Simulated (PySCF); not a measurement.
# doublet [GeH4]+ at 6 levels

Aim: a comparison of 6 runs (U-r2SCAN/STO-6G, UB2PLYP/STO-6G, UM06-2X/STO-6G, UCCSDT/STO-6G, ROCCSD(T)/STO-6G, UCCSD(T)/STO-6G) of doublet [GeH4]+. Input form: a Python script.

Program for the calculation: PySCF 2.14.0.

6 further runs of the same task are left out: 6 set aside as unsound or not needed.

### Step 1. The molecule

[GeH4]+ has 5 atoms, charge +1, and is taken as a doublet. As SMILES of the parent species, `[GeH4]`. Geometry: relaxed at PBE0-D4/def2-TZVP. That shape belongs to the parent species and isn't relaxed for this state.

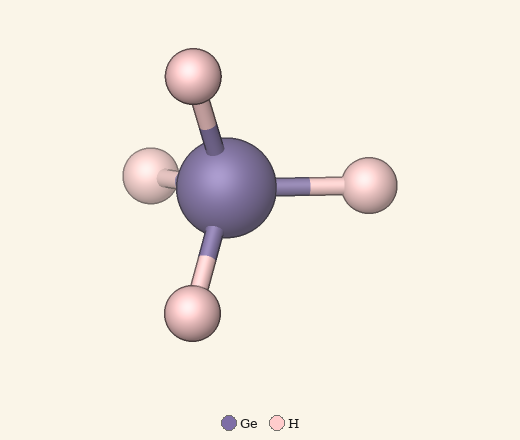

The structure, seen from a chosen angle (germanium purple, hydrogen pink).

### Step 2. A single-point energy at U-r2SCAN/STO-6G (run 1)

Contents of run.py:

```python
from pyscf import gto, dft

mol = gto.M(
    atom='''
Ge     0.000189     0.000189     0.000000
H      2.169595    -1.429200     1.286148
H     -2.340993    -0.056692     1.708690
H     -0.622098    -1.264416    -2.533367
H      0.793307     2.750307    -0.461282
''',
    spin=1,
    verbose=3,
    max_memory=1860,
    unit='bohr',
    charge=1,
    basis='sto-6g',
)

ks = dft.UKS(mol)
ks.xc = 'r2scan'
ks.grids.level = 5
ks.conv_tol = 1e-10
ks.kernel()
if not ks.converged:
    ks = ks.newton().run(ks.mo_coeff, ks.mo_occ)

energy = ks.e_tot
print(f'total energy: {energy:.8f} hartree')
```

Command:

```sh
$ OMP_NUM_THREADS=1 python run.py
```

Output:

```text
WARN: HOMO -0.554935253357128 >= LUMO -0.554064768714845

converged SCF energy = -2067.74691339323  <S^2> = 0.75116133  2S+1 = 2.001161
total energy: -2067.74691339 hartree
```

It took 19 s on 1 thread of Arm Neoverse V1, shared host; peak memory 0.23 GiB.

### Step 3. The energy at UB2PLYP/STO-6G (run 2)

Contents of input.py:

```python
from pyscf import gto, dft, mp

mol = gto.Mole()
mol.atom = '''
Ge     0.000189     0.000189     0.000000
H      2.169595    -1.429200     1.286148
H     -2.340993    -0.056692     1.708690
H     -0.622098    -1.264416    -2.533367
H      0.793307     2.750307    -0.461282
'''
mol.spin = 1
mol.charge = 1
mol.unit = 'bohr'
mol.basis = 'sto-6g'
mol.max_memory = 1860
mol.verbose = 4
mol.build()

ks = dft.UKS(mol, xc='0.53*HF + 0.47*B88, 0.73*LYP')
ks.grids.level = 5
ks.conv_tol = 1e-10
ks.kernel()
if not ks.converged:
    ks = ks.newton().run(ks.mo_coeff, ks.mo_occ)

pt = mp.MP2(ks, frozen=9).run()
etot = ks.e_tot + 0.27 * pt.e_corr
print('PT2 part  %.8f' % (0.27 * pt.e_corr))
print('Final energy', etot)
```

Command:

```sh
$ OMP_NUM_THREADS=1 python input.py
```

Output:

```text
PySCF version 2.14.0

[... 55 lines left out ...]
WARN: beta  nocc = 17  HOMO -0.566574931569281 >= LUMO -0.566565510632602
[... 1 line left out ...]
WARN: HOMO -0.566565510632598 >= LUMO -0.566565510632602
[... 83 lines left out ...]
converged SCF energy = -2067.26138076587  <S^2> = 0.75895805  2S+1 = 2.0089381
[... 1 line left out ...]
******** <class 'pyscf.mp.ump2.UMP2'> ********
nocc = (np.int64(9), np.int64(8)), nmo = (13, 13)
frozen orbitals 9
E(UMP2) = -2067.32766014569  E_corr = -0.0662793798128145
E(SCS-UMP2) = -2067.33696637396  E_corr = -0.0755856080905231
E_corr(same-spin) = -0.0045572857902165
E_corr(oppo-spin) = -0.061722094022598
PT2 part  -0.01789543
Final energy -2067.2792761984238
```

Run time: 18 s. Hardware: 1 thread of Arm Neoverse V1, shared host; peak memory 0.21 GiB.

Runs 3 to 5 aren't shown in full; the table further down has their settings and results.

### Step 4. A single-point energy at UCCSD(T)/STO-6G (run 6)

Contents of run.py:

```python
from pyscf import gto, cc

mol = gto.Mole()
mol.atom = [
    ('Ge', (0.000100, 0.000100, -0.000000)),
    ('H', (1.148100, -0.756300, 0.680600)),
    ('H', (-1.238800, -0.030000, 0.904200)),
    ('H', (-0.329200, -0.669100, -1.340600)),
    ('H', (0.419800, 1.455400, -0.244100)),
]
mol.charge = 1
mol.max_memory = 1860
mol.basis = 'sto-6g'
mol.spin = 1
mol.verbose = 3
mol.build()

myscf = mol.UHF()
myscf.conv_tol = 1e-10
myscf.kernel()
if not myscf.converged:
    myscf = myscf.newton().run(myscf.mo_coeff, myscf.mo_occ)

mycc = cc.CCSD(myscf, frozen=9)
mycc.kernel()
e_t = mycc.ccsd_t()
e_final = mycc.e_tot + e_t
print('E = %.10f Eh' % e_final)
```

Command:

```sh
$ OMP_NUM_THREADS=1 python run.py
```

Output:

```text
converged SCF energy = -2066.22573774274  <S^2> = 0.76244941  2S+1 = 2.0124109
E(UCCSD) = -2066.290512888542  E_corr = -0.06477514580088506
UCCSD(T) correction = -0.000994333183845013
E = -2066.2915072217 Eh
```

It took 1.8 s on 1 thread of Arm Neoverse V1, shared host; peak memory 0.12 GiB.

### Step 5. All runs side by side

| run | level | frozen core orbitals | integration grid | energy (Eh) | HOMO energy (eV) | LUMO energy (eV) | ⟨S²⟩ | wall time |
| --- | --- | --- | --- | --- | --- | --- | --- | --- |
| 1 | U-r2SCAN/STO-6G | – | 5 | -2067.746913 | -15.60 | -15.28 | 0.751 | 19 s |
| 2 | UB2PLYP/STO-6G | 9 | 5 | -2067.279276 | -17.46 | -12.86 | 0.759 | 18 s |
| 3 | UM06-2X/STO-6G | – | 5 | -2067.548751 | -17.58 | -13.25 | 0.757 | 50 s |
| 4 | UCCSDT/STO-6G | 9 | – | -2066.292040 | -18.85 | -9.97 | 0.762 | 6.9 s |
| 5 | ROCCSD(T)/STO-6G | 9 | – | -2066.291527 | – | – | 0.750 | 1.6 s |
| 6 | UCCSD(T)/STO-6G | 9 | – | -2066.291507 | -18.85 | -9.97 | 0.762 | 1.8 s |

### Step 6. Outcome

| quantity | value |
| --- | --- |
| run 6: total energy | -2066.29151 Eh |
| run 6: HOMO energy (Hartree–Fock orbitals) (highest over α and β) | -18.85 eV |
| run 6: LUMO energy (Hartree–Fock orbitals) (lowest over α and β) | -9.97 eV |
| run 6: correlation energy (9 core orbitals frozen) | -65.8 mEh |
| run 6: (T) correction | -0.99 mEh |
| run 6: ⟨S²⟩ of the reference determinant | 0.762 |
| run 6: T1 diagnostic | 0.016 |

What this shows: Totals of different functionals can't be ranked against each other. In runs 1, 2, 3, 4, 5, 6 the basis is minimal, so the values are rough. All runs together took 97 s, the longest 50 s.
